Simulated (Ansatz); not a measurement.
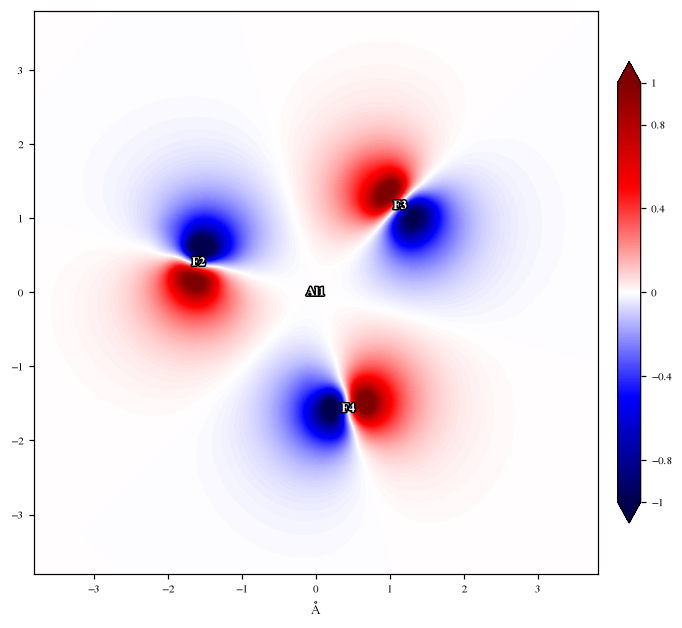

The picture shows: AlF3 (SMILES [F][Al]([F])[F]). The HOMO on the molecular plane (values in Å⁻³ᐟ²; the overall sign is arbitrary).

Geometry: r2SCAN-D4/def2-TZVP.

Theory: isolated molecule in a Gaussian basis; Kohn-Sham density functional theory, functional PBE0 in Ansatz 0.2.0.

**What is the character of this orbital?**

Its weight (Hirshfeld) is mainly on F2 (about 30 %), F3 (about 30 %) and F4 (about 30 %); it is symmetric in the molecular plane (an in-plane orbital: σ, lone-pair or in-plane π type); largely a combination of lone pairs on F2, F3 and F4. Its energy is −11.78 eV.
